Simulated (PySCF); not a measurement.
## A study: CH2Cl2, SMILES `ClCCl`

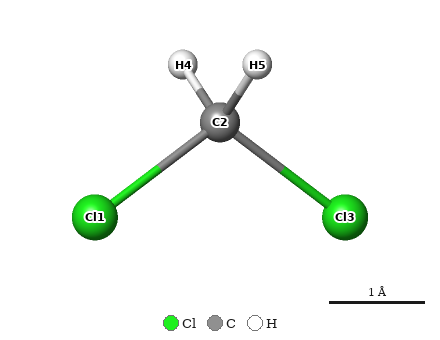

The molecule, with its atoms numbered as below. No frequency check shows the geometry to be a minimum.

Cartesian coordinates (Å):

```
Cl1      1.4619   -0.2195    0.0000
C2      -0.0000    0.7810    0.0000
Cl3     -1.4619   -0.2195    0.0000
H4       0.0000    1.3893    0.9030
H5      -0.0000    1.3893   -0.9030
```

## 1. Bonding charge

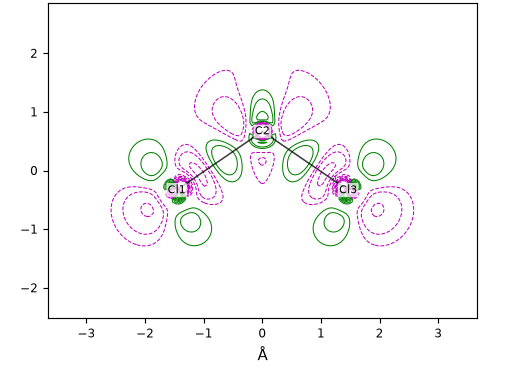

Deformation density (molecule less spherical, spin-averaged free atoms) in the plane of Cl1, C2 and Cl3; contours at ±0.05 to ±0.8 e/Å³; solid green lines: gain, dashed magenta lines: loss.

PySCF calculation, LDA (SVWN)/cc-pVDZ, gas phase; geometry: GFN2-xTB.

> Describe the bonding that the map shows.

C2–Cl3 and Cl1–C2: +0.17 e/Å³ at the bond critical point (bond length 1.77 Å, Mayer order 1.1). In all, 1.1 electrons gather in the regions of gain relative to the promolecule.

> Where do the Hirshfeld charges lie?

The highest Hirshfeld charge is on H4 and H5 (+0.06 e), the lowest on Cl1 and Cl3 (−0.06 e).

```csv
atom,charge (e)
Cl1,−0.06
C2,−0.01
Cl3,−0.06
H4,+0.06
H5,+0.06
```

## 2. Bond critical points

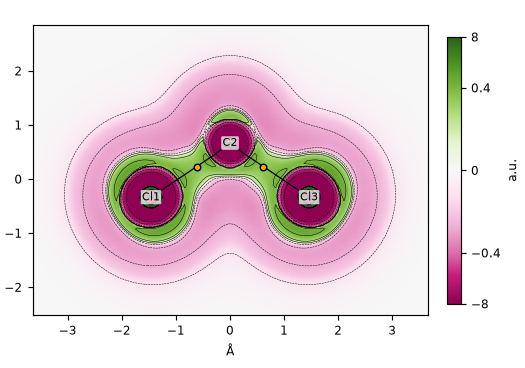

Negative Laplacian of the density (−∇²ρ) in the plane of Cl1, C2 and Cl3 (green positive, pink negative, colour scale in a.u., logarithmic beyond ±0.04), with bond paths and bond critical points (dots).

> At which bond critical points in this plane is charge locally concentrated, and at which depleted?

Concentrated (∇²ρ < 0): C2–Cl3 and Cl1–C2 (−0.23 a.u.). At none is it depleted.

> Where along C2–Cl3 does the critical point lie?

0.76 Å from C2 and 1.02 Å from Cl3.

## 3. Local ionisation energy

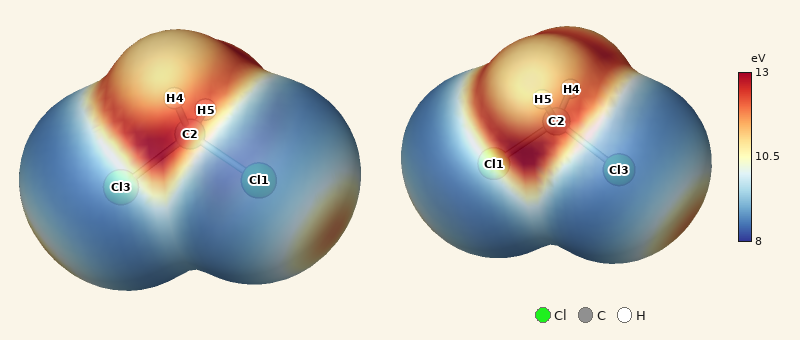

Average local ionisation energy on the surface of electron density 0.001 a.u. (back view left, front view right).

> Locate the minima of the map.

The lowest value is 8.5 eV, 2.1 Å from Cl1, and at like points elsewhere. Further minima include 10.8 eV, 1.3 Å from H4, and at like points elsewhere. For comparison, the highest occupied orbital lies at −7.2 eV.

## 4. Localised orbitals

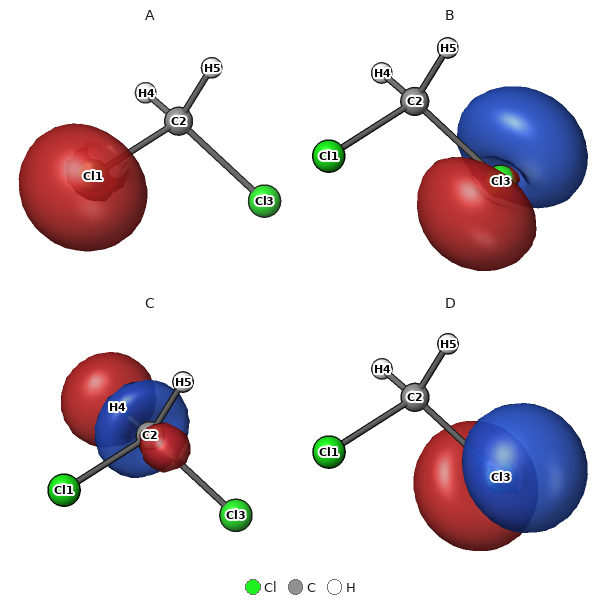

Intrinsic bond orbitals (IBO), occupied and valence-virtual; each surface holds about 70 % of the orbital's density. Energies are diagonal elements of the Fock matrix.

PySCF calculation, PBE0/6-31+G*, gas phase; geometry: GFN2-xTB.

> Identify each orbital.

By panel:
- A: lone pair on Cl1 (s-type) (Cl1 100 %; −19.8 eV)
- B: lone pair on Cl3 (p-type) (Cl3 98 %; −9.7 eV)
- C: σ* orbital H4–C2 (H4 60 %, C2 39 %; 8.1 eV)
- D: lone pair on Cl3 (p-type) (Cl3 99 %; −9.5 eV)

## 5. Stretching a bond

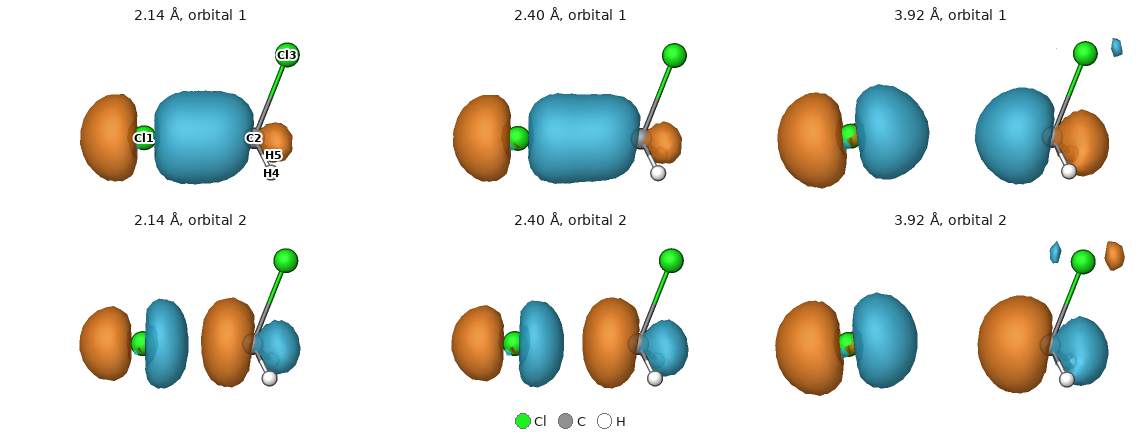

Rigid stretch of the Cl1–C2 bond. The two CASSCF(2,2) natural orbitals nearest half filling (orbital 1 the more occupied).

Level of theory: def2-SVPD basis (PySCF), at a geometry from GFN2-xTB.

> How do the occupations change along the stretch?

2.14 Å: 1.92 and 0.08; 2.40 Å: 1.85 and 0.15; 3.92 Å: 1.14 and 0.86. At the longest distance computed (4.98 Å) they are 1.02 and 0.98, and the effective number of unpaired electrons is 2.0.

> Where does the UHF solution part from RHF?

Between 2.14 Å (⟨S²⟩ = 0, the two coincide) and 2.40 Å (⟨S²⟩ = 0.48); at 4.98 Å ⟨S²⟩ is 1.02 and UHF lies 4.3 eV below RHF.

> How much energy does the stretch cost?

By CASSCF, 3.0 eV from the lowest point of the scan (1.78 Å) to 4.98 Å; RHF gives 6.6 eV from its own lowest point. The fragments aren't relaxed and dynamic correlation is missing, so this isn't a bond dissociation energy.

The PySCF runs shown took 2.5 s, 2.7 s and 87 s on 1 thread of Intel(R) Xeon(R) 6975P-C (Granite Rapids), on a shared host.
